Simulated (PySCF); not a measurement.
Arsine, SMILES [AsH3] (H3As) at its B3LYP/def2-SVP optimised geometry (Å):

```
4

As    -0.7391    -0.7650     0.0000
H     -0.7918     0.7650     0.0000
H      0.7918    -0.7650     0.0000
H     -0.7918    -0.8195    -1.5290
```

Computed with B3LYP/def2-TZVP (PySCF 2.14.0). Cells within 0.4 Å of a nucleus heavier than hydrogen are left out (blank, or x).

Map of the HOMO amplitude (bohr^(-3/2)) on the plane z = 0.0 Å; orbital energy -7.64 eV, overall sign arbitrary:

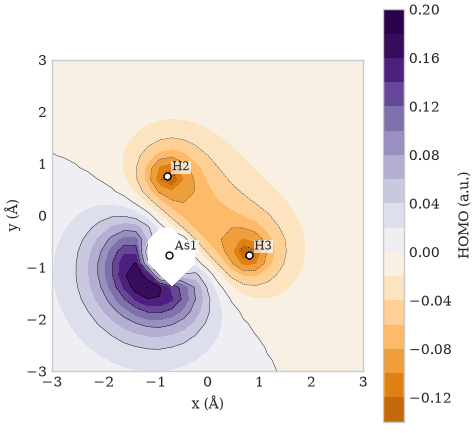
Fig. 1. HOMO amplitude (bohr^(-3/2)) on the plane z = 0.0 Å.
